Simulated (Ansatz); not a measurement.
Geometry relaxation of CH6AlNSi (part 1 of 2)

CH6AlNSi, computed with RKS CAM-B3LYP-D4/def2-SVP (Ansatz 0.2.0).

It belongs to a series of runs on one base structure; here: end point B relaxed. Figures and captions count atoms from 1; the log counts them from 0 in places.

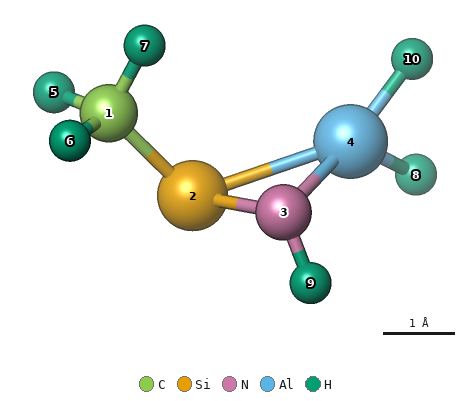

The input geometry (ball-and-stick view, seen at a tilt; atoms are numbered from 1 in the order of the input). Sticks mark near contacts. Bond lengths as drawn: Al–H 1.53 to 1.54 Å, Al–N 1.97 Å, Al–Si 2.39 Å, C–H 1.14 to 1.15 Å, C–Si 1.80 Å, H–N 1.08 Å and N–Si 1.78 Å.

## Input file
```yaml
crystal:
  periodic: [false, false, false]
  atoms:
    - { symbol: C, position_ang: [-1.4719, 0.2845, -0.4593] }
    - { symbol: Si, position_ang: [-0.0703, -0.7236, 0.0461] }
    - { symbol: "N", position_ang: [0.8793, 0.1562, 1.2678] }
    - { symbol: Al, position_ang: [2.1029, 0.2285, -0.2775] }
    - { symbol: H, position_ang: [-2.0408, -0.165, -1.3373] }
    - { symbol: H, position_ang: [-2.2208, 0.4517, 0.3813] }
    - { symbol: H, position_ang: [-1.1368, 1.3344, -0.7797] }
    - { symbol: H, position_ang: [3.33236, -0.62773, -0.63373] }
    - { symbol: H, position_ang: [1.3383, -0.5461, 1.9541] }
    - { symbol: H, position_ang: [2.9839, 1.0186, -1.2519] }
basis:
  gaussian: { orbitals: def2-SVP }
hamiltonian:
  xc: cam_b3lyp
  dispersion: d4
relax:
  f_tol: 0.02
  max_steps: 50
output:
  orbitals: {}
```

Command:
```bash
ansatz run input.yaml --threads 2 --pin off --max-ram 3072MiB --backend cpu --events-out ev --progress --plain --runs-dir out
```

## Output
```
The last accepted step is kept in [file] (removed where the run ends without a failure and the disk answers)
Engine: ansatz 0.2.0, aarch64-unknown-linux-gnu
Functional definition: CAM-B3LYP
  parameter alpha = 0.19
  parameter beta = 0.46
  parameter omega = 0.33/bohr
  parameter ac = 0.81
  exchange = (1 - alpha - beta)*b88_x + beta*b88_x_sr(omega) + alpha*exact_x + beta*exact_x_lr(omega)
  correlation = (1 - ac)*vwn5_c + ac*lyp_c
992 factors; integrals over basis functions are off by at most 4.0e-4 eV
383 factors; integrals over basis functions are off by at most 8.4e-7 eV
mean field evaluation 1: about -17079.7013 eV, gradient 6.1e1 eV
mean field evaluation 2: about -17067.4042 eV, gradient 9.1e1 eV
mean field evaluation 4: about -17088.2188 eV, gradient 5.0e0 eV
mean field evaluation 8: about -17088.2908 eV, gradient 5.2e-2 eV
mean field evaluation 16: about -17088.2908 eV, gradient 1.8e-4 eV
mean field -17088.29082998 eV, -627.9831051421 hartree, gradient 1.5e-5 eV, S^2 0.000000; 0 other end points of the search recorded, 0 dependent functions left out
the calculation of the forces begins
reference -17088.29096128 eV, -627.9831099676 hartree; 23, 23 occupied and 71, 71 virtual orbitals, 992 factors
relax step   1: F+E_penalty+E_count = -17088.48351425 eV  Δ(F+E_penalty+E_count) = +0.000e0 eV  max|allowed force component| = 2.409e0 eV/Å  Δτ_max = 0.0000 Å  (31 SCF iters, accepted)
these checks for a lower state are left out or cut short: starts, cluster_reference, orbital_swaps, neighbouring_geometries, increment
992 factors; integrals over basis functions are off by at most 3.6e-4 eV
383 factors; integrals over basis functions are off by at most 9.3e-7 eV
mean field -17089.45855008 eV, -628.0260180644 hartree, gradient 1.9e-5 eV, S^2 0.000000; 0 other end points of the search recorded, 0 dependent functions left out
[... from here on the field's lines of each further geometry are left out, up to the last ...]
relax step   2: F+E_penalty+E_count = -17089.65002905 eV  Δ(F+E_penalty+E_count) = -1.167e0 eV  max|allowed force component| = 1.545e0 eV/Å  Δτ_max = 0.1997 Å  (35 SCF iters, accepted)
relax step   3: F+E_penalty+E_count = -17090.38452626 eV  Δ(F+E_penalty+E_count) = -7.345e-1 eV  max|allowed force component| = 1.096e0 eV/Å  Δτ_max = 0.1950 Å  (34 SCF iters, accepted)
relax step   4: F+E_penalty+E_count = -17090.95689640 eV  Δ(F+E_penalty+E_count) = -5.724e-1 eV  max|allowed force component| = 1.099e0 eV/Å  Δτ_max = 0.1949 Å  (36 SCF iters, accepted)
relax step   5: F+E_penalty+E_count = -17091.25043860 eV  Δ(F+E_penalty+E_count) = -2.935e-1 eV  max|allowed force component| = 1.008e0 eV/Å  Δτ_max = 0.1949 Å  (32 SCF iters, accepted)
relax step   6: F+E_penalty+E_count = -17091.46071676 eV  Δ(F+E_penalty+E_count) = -2.103e-1 eV  max|allowed force component| = 1.089e0 eV/Å  Δτ_max = 0.1948 Å  (32 SCF iters, accepted)
relax step   7: F+E_penalty+E_count = -17091.65228950 eV  Δ(F+E_penalty+E_count) = -1.916e-1 eV  max|allowed force component| = 1.307e0 eV/Å  Δτ_max = 0.1949 Å  (32 SCF iters, accepted)
relax step   8: F+E_penalty+E_count = -17091.81780826 eV  Δ(F+E_penalty+E_count) = -1.655e-1 eV  max|allowed force component| = 7.375e-1 eV/Å  Δτ_max = 0.1987 Å  (32 SCF iters, accepted)
relax step   9: F+E_penalty+E_count = -17091.93448496 eV  Δ(F+E_penalty+E_count) = -1.167e-1 eV  max|allowed force component| = 4.936e-1 eV/Å  Δτ_max = 0.1988 Å  (30 SCF iters, accepted)
relax step  10: F+E_penalty+E_count = -17092.01200439 eV  Δ(F+E_penalty+E_count) = -7.752e-2 eV  max|allowed force component| = 4.214e-1 eV/Å  Δτ_max = 0.2000 Å  (30 SCF iters, accepted)
relax step  11: F+E_penalty+E_count = -17092.04128482 eV  Δ(F+E_penalty+E_count) = -2.928e-2 eV  max|allowed force component| = 2.059e-1 eV/Å  Δτ_max = 0.1580 Å  (30 SCF iters, accepted)
relax step  12: F+E_penalty+E_count = -17092.05932243 eV  Δ(F+E_penalty+E_count) = -1.804e-2 eV  max|allowed force component| = 6.507e-2 eV/Å  Δτ_max = 0.1301 Å  (30 SCF iters, accepted)
relax step  13: F+E_penalty+E_count = -17092.05949134 eV  Δ(F+E_penalty+E_count) = -1.689e-4 eV  max|allowed force component| = 1.954e-1 eV/Å  Δτ_max = 0.0474 Å  (27 SCF iters, accepted)
relax step  14: F+E_penalty+E_count = -17092.06075889 eV  Δ(F+E_penalty+E_count) = -1.268e-3 eV  max|allowed force component| = 4.278e-2 eV/Å  Δτ_max = 0.0131 Å  (27 SCF iters, accepted)
the calculation of the forces begins
reference -17091.86440363 eV, -628.1144315515 hartree; 23, 23 occupied and 71, 71 virtual orbitals, 992 factors
relax step  15: F+E_penalty+E_count = -17092.06088937 eV  Δ(F+E_penalty+E_count) = -1.305e-4 eV  max|allowed force component| = 7.516e-3 eV/Å  Δτ_max = 0.0097 Å  (26 SCF iters, accepted)
992 factors; integrals over basis functions are off by at most 5.6e-4 eV
383 factors; integrals over basis functions are off by at most 1.4e-6 eV
mean field evaluation 128: about -17091.8643 eV, gradient 5.6e-5 eV
```

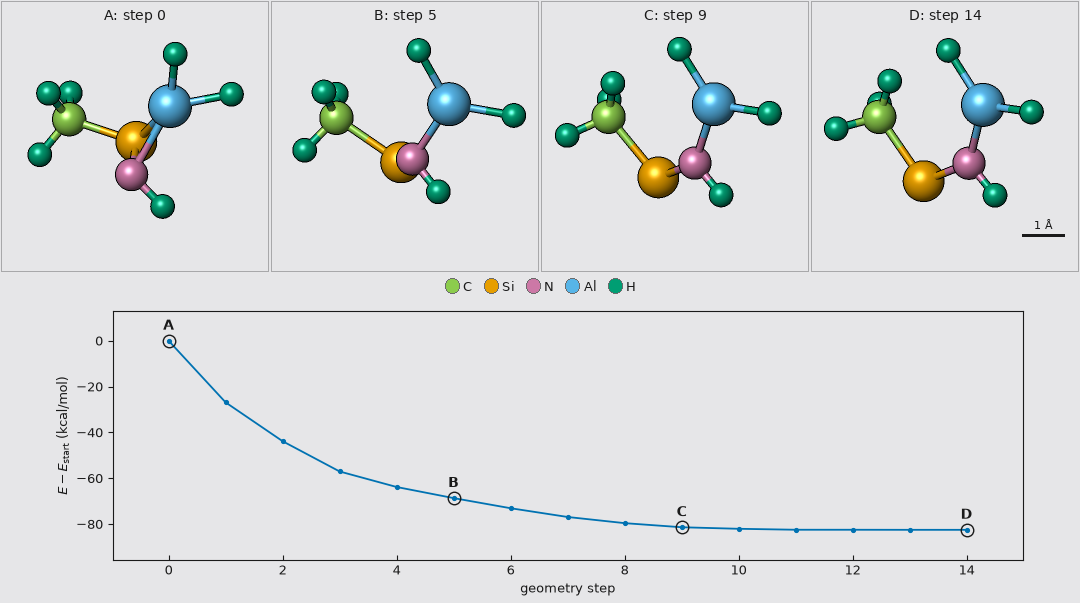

Frames of the relaxation (ball-and-stick view, seen at a tilt) above the curves, on which the letters mark them (the first geometry is step 0 here and step 1 in the log).

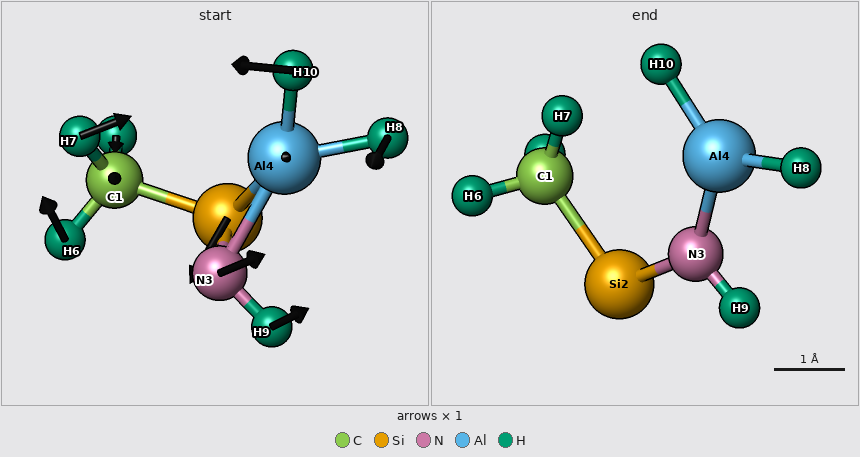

Before (left) and after (right) the relaxation, at one scale (ball-and-stick view, seen at a tilt). The black arrows give the displacements, at true length. The energy falls by 82.5 kcal/mol in 14 geometry steps. The largest force component goes from 2.4 to 0.0075 eV/Å. The largest move after the best rigid fit is that of H10, 1.25 Å. By element the largest moves are H 1.25 Å, Si 1.12 Å, N 0.86 Å, C 0.19 Å, Al 0.13 Å. Among the contacts that change: Si2–Al4 2.395 → 3.317 Å, N3–Al4 1.972 → 1.805 Å, C1–Si2 1.799 → 1.909 Å, N3–H9 1.084 → 1.022 Å. Bonds break: Si2–Al4 (2.39 → 3.32 Å). Among the angles that change: Si2–N3–Al4 79.1° → 138.5°, H8–Al4–H10 71.4° → 122.6°, N3–Al4–H10 150.9° → 121.2°. (Atoms are counted from 1 in the order of the input.)

```
mean field -17091.86427152 eV, -628.1144266967 hartree, gradient 1.7e-5 eV, S^2 0.000000; 1 other end points of the search recorded, 0 dependent functions left out
the calculation of the forces begins
reference -17091.86440363 eV, -628.1144315515 hartree; 23, 23 occupied and 71, 71 virtual orbitals, 992 factors
Total energy: -17092.06102147 eV, -628.1216571240 hartree
Atom 0 at    -1.326246     0.456325    -0.446582 Å, force     0.002946    -0.002046    -0.001325 eV/Å
Atom 1 at    -0.707204    -0.784588     0.865415 Å, force     0.004748    -0.000553     0.000191 eV/Å
Atom 2 at     1.025154    -0.646829     0.729957 Å, force    -0.002987     0.006345    -0.007516 eV/Å
Atom 3 at     2.235151     0.266773    -0.249364 Å, force    -0.006915     0.000882    -0.000088 eV/Å
Atom 4 at    -2.034651    -0.065764    -1.113390 Å, force    -0.001588    -0.001378     0.000368 eV/Å
Atom 5 at    -1.929693     1.223533     0.071234 Å, force     0.000599     0.002316     0.000827 eV/Å
Atom 6 at    -0.575335     0.967672    -1.066530 Å, force     0.000092     0.000851    -0.000021 eV/Å
Atom 7 at     3.753727    -0.019227     0.077204 Å, force     0.001663    -0.001114     0.001235 eV/Å
Atom 8 at     1.472484    -1.270963     1.403798 Å, force     0.001078    -0.006143     0.006798 eV/Å
Atom 9 at     1.782771     1.284538    -1.361873 Å, force     0.000364     0.000840    -0.000469 eV/Å
Dipole moment:     0.191581     0.058605    -0.058470 e Å
```

## Trajectory as extended XYZ (Å, eV, eV/Å), 15 frames, from step=1 to step=15
```
10
Properties=species:S:1:pos:R:3:forces:R:3 step=1 energy=-17088.48351
C    -1.4719    0.2845   -0.4593   -2.4095   1.6395  -0.5283
Si   -0.0703   -0.7236    0.0461    0.6474  -0.6104   1.0352
N     0.8793    0.1562    1.2678   -0.0952  -1.4501  -0.4845
Al    2.1029    0.2285   -0.2775    1.7445  -0.3928   0.6841
H    -2.0408   -0.1650   -1.3373    0.6352   0.4156   0.8697
H    -2.2208    0.4517    0.3813    0.6396  -0.0932  -0.7165
H    -1.1368    1.3344   -0.7797   -0.1983  -1.0883   0.3721
H     3.3324   -0.6277   -0.6337    0.4056  -1.9506   1.0690
H     1.3383   -0.5461    1.9541   -0.3667   1.2670  -1.5524
H     2.9839    1.0186   -1.2519   -1.0027   2.2633  -0.7484
10
Properties=species:S:1:pos:R:3:forces:R:3 step=2 energy=-17089.65003
C    -1.5007    0.2979   -0.4539   -1.0550   0.9442  -0.3178
Si   -0.0790   -0.7381    0.0411    0.1711  -0.6479   0.6169
N     0.8828    0.1479    1.2175    0.2179  -0.5566  -0.8463
Al    2.1970    0.1978   -0.2518    1.5455  -0.0244   0.1759
H    -2.0384   -0.1505   -1.3214    0.1964   0.1768   0.3922
H    -2.2263    0.4605    0.3755    0.1921  -0.0018  -0.2461
H    -1.1423    1.3155   -0.7683   -0.1089  -0.4628   0.2054
H     3.3699   -0.7930   -0.5333    0.0579  -0.9889   0.8193
H     1.3505   -0.5135    1.8923   -0.1307   0.5773  -0.8753
H     2.8826    1.1869   -1.2876   -1.0863   0.9840   0.0759
10
Properties=species:S:1:pos:R:3:forces:R:3 step=3 energy=-17090.38453
C    -1.5260    0.3152   -0.4497    0.1064   0.3550  -0.2225
Si   -0.1112   -0.7902    0.0497   -0.4534  -0.7529   0.3796
N     0.9072    0.1416    1.1181    0.7219   0.1717  -1.0959
Al    2.3158    0.1683   -0.2313    0.5864   0.6164   0.0486
H    -2.0527   -0.1329   -1.3036   -0.1302   0.0215   0.0117
H    -2.2348    0.4811    0.3740   -0.0832   0.0290   0.1107
H    -1.1389    1.3048   -0.7568   -0.0453   0.0360   0.0541
H     3.4205   -0.9299   -0.4142    0.0045  -0.3755   0.5224
H     1.3687   -0.4738    1.8072    0.0305  -0.0728  -0.2748
H     2.7474    1.3273   -1.2836   -0.7376  -0.0285   0.4662
10
Properties=species:S:1:pos:R:3:forces:R:3 step=4 energy=-17090.95690
C    -1.5370    0.3320   -0.4495    0.6940   0.0021  -0.3449
Si   -0.2215   -0.9157    0.1249   -0.5510  -0.0652   0.8359
N     0.9655    0.1113    0.9567    0.6961  -0.2237  -1.0990
Al    2.4268    0.1799   -0.2247   -0.2030   0.9845  -0.0825
H    -2.0889   -0.1032   -1.2913   -0.2278   0.0446  -0.0735
H    -2.2399    0.5357    0.3708   -0.0670  -0.0428   0.1566
H    -1.0961    1.2945   -0.7557   -0.0544   0.0958   0.0064
H     3.4766   -1.0081   -0.2491   -0.0100   0.1369   0.1821
H     1.4189   -0.4564    1.6841   -0.1202  -0.3329  -0.0343
H     2.5918    1.4414   -1.2562   -0.1566  -0.5993   0.4531
```
